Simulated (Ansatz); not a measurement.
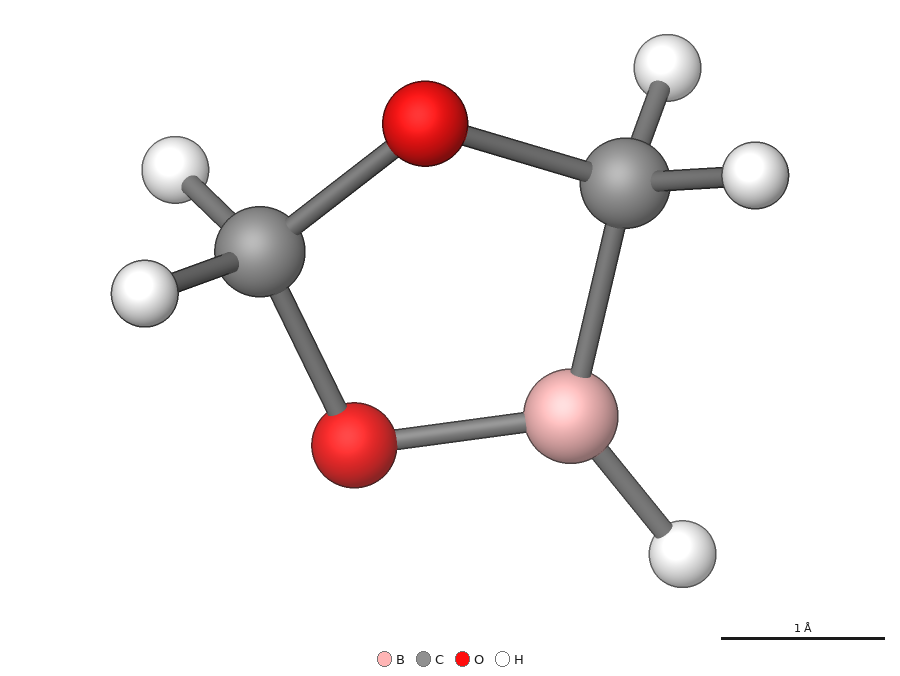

Computed geometry: PBE0-D4/def2-TZVP optimisation.

Description:

It has 10 atoms: 2 carbon, 5 hydrogen, 1 boron and 2 oxygen (C₂H₅BO₂). SMILES: `B1COCO1`. Independent rings (smallest set): 1 of 5 members. Among its groups: ether, B–H bond. The point group is C1. Coordination: 1 B trigonal planar; 2 C tetrahedral; 2 O bent.

The parts below concern this one geometry. Atoms keep their numbers from picture to picture.

**Vibrations**

Harmonic vibrations computed with RKS PBE0-D4/def2-TZVP (Ansatz 0.2.0) at a stationary point of the same level.

List the wavenumbers.

Answer. 24 modes: 152, 327, 631, 726, 749, 854, 946, 969, 980, 1123, 1126, 1163, 1209, 1238, 1302, 1333, 1455, 1466, 1541, 2679, 2989, 3002, 3097, 3102 cm⁻¹.

**Levels of theory compared**

Program: Ansatz 0.2.0.

Compare HOMO energy (eV), dipole (D), HOMO–LUMO gap (eV) at these levels: B3LYP-D4/def2-TZVPP; PBE-D4/def2-TZVPP; r2SCAN-D4/def2-TZVPP; ωB97M-V/def2-TZVPP.

| level | HOMO energy (eV) | dipole (D) | HOMO–LUMO gap (eV) |
| --- | --- | --- | --- |
| B3LYP-D4/def2-TZVPP | −7.41 | 0.60 | 6.92 |
| PBE-D4/def2-TZVPP | −6.07 | 0.53 | 4.82 |
| r2SCAN-D4/def2-TZVPP | −6.37 | 0.57 | 5.51 |
| ωB97M-V/def2-TZVPP | −10.03 | 0.61 | 11.68 |

**Thermal motion**

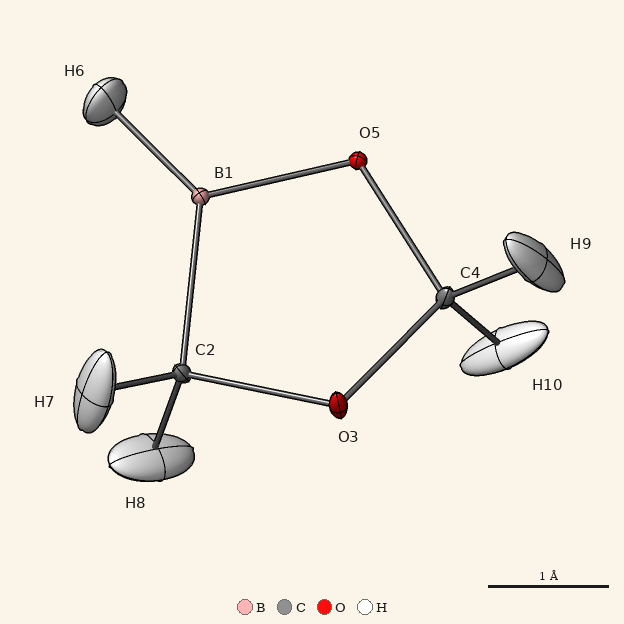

Displacement ellipsoids at the 50 % level, from the internal vibrations of the free molecule (harmonic, no overall translation or rotation; no half-axis is drawn under 0.075 Å). Vibrations computed with RKS PBE0-D4/def2-TZVP (Ansatz 0.2.0). Temperature: 600 K.

Give the displacement parameters, one line for each set of equivalent atoms.

```csv
atom,U_eq (Å²),rms amplitudes (Å)
B1,0.0022,"0.032, 0.041, 0.062"
C2,0.0030,"0.032, 0.040, 0.080"
O3,0.0048,"0.026, 0.037, 0.111"
C4,0.0034,"0.034, 0.036, 0.088"
O5,0.0019,"0.025, 0.037, 0.061"
H6,0.0247,"0.087, 0.142, 0.215"
H7,0.0339,"0.085, 0.132, 0.278"
H8,0.0371,"0.084, 0.146, 0.288"
H9,0.0334,"0.083, 0.119, 0.281"
H10,0.0371,"0.082, 0.122, 0.300"
```

**Charges**

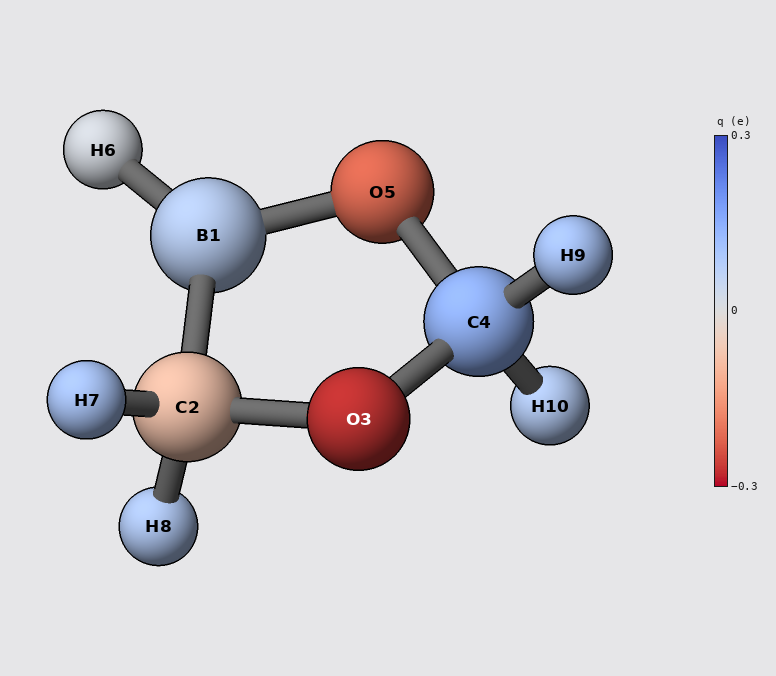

Atoms are coloured by their Mulliken charges. Properties computed with RKS PBE-D4/def2-TZVPP (Ansatz 0.2.0).

List the Mulliken charges.

| atom | value (e) |
| --- | --- |
| B1 | 0.07 |
| C2 | −0.07 |
| O3 | −0.27 |
| C4 | 0.13 |
| O5 | −0.21 |
| H6 | 0.01 |
| H7 | 0.09 |
| H8 | 0.08 |
| H9 | 0.10 |
| H10 | 0.07 |

Mulliken values depend strongly on the basis set and can even reverse the polarity of a bond.
